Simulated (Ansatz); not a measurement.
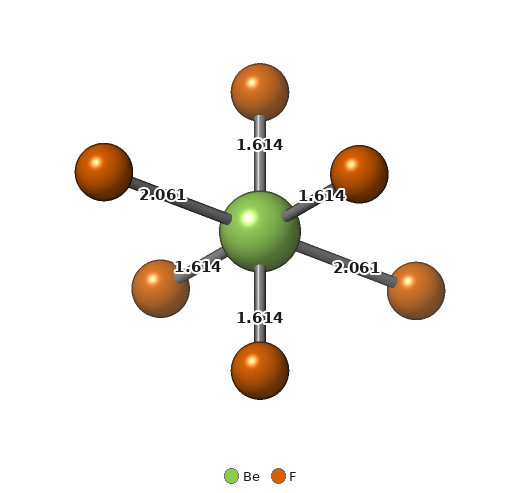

The surroundings of site Be1 (at 0.000, 0.000, 0.000) in BeAgF4 (P4/mmm, No. 123), with bond lengths in Å.

Origin of the cell: coordinates from a relaxation with DFT PBE, scalar-relativistic, plane waves, PAW (Ansatz); the starting structure was generated, so it need not be a known form of this composition.

```yaml
crystal:
  lattice:
    - [3.22836, 0.00000, 0.00000]
    - [0.00000, 3.22836, 0.00000]
    - [0.00000, 0.00000, 6.55306]
  atoms:
    - { symbol: Be, position: [0.00000, 0.00000, 0.00000] }
    - { symbol: Ag, position: [0.50000, 0.50000, 0.50000] }
    - { symbol: F, position: [0.00000, 0.00000, 0.68545] }
    - { symbol: F, position: [0.50000, 0.00000, 0.00000] }
    - { symbol: F, position: [0.00000, 0.50000, 0.00000] }
    - { symbol: F, position: [0.00000, 0.00000, 0.31455] }
```

Bond valence s = exp((R0 − d)/b), R0 fitted to published crystal structures with b = 0.37 Å; R0 in Å: Be2+–F 1.279.

Calculate the bond-valence sum of Be1 from the bonds drawn.

4 × 0.404 + 2 × 0.121 = 1.86 v.u., against a formal valence of 2: underbonded (bonds long for this ion) by 0.14.

Further R0 (Å): Ag2+–F 1.768.

And over the whole structure?

```
site              x, y, z  formal valence  bond-valence sum  difference
 Be1  0.000, 0.000, 0.000              +2              1.88       -0.12
 Ag1  0.500, 0.500, 0.500              +2              0.93       -1.07
  F1  0.000, 0.000, 0.685              −1              0.56       -0.44
  F2  0.500, 0.000, 0.000              −1              0.84       -0.16
```

These sums include all anions within 5 Å. The global instability index (root mean square of the differences over all atoms) is 0.52 v.u.: above 0.2, which by the usual rule of thumb marks a strained structure. Cells relaxed with PBE tend to have slightly long bonds, which lowers the sums.
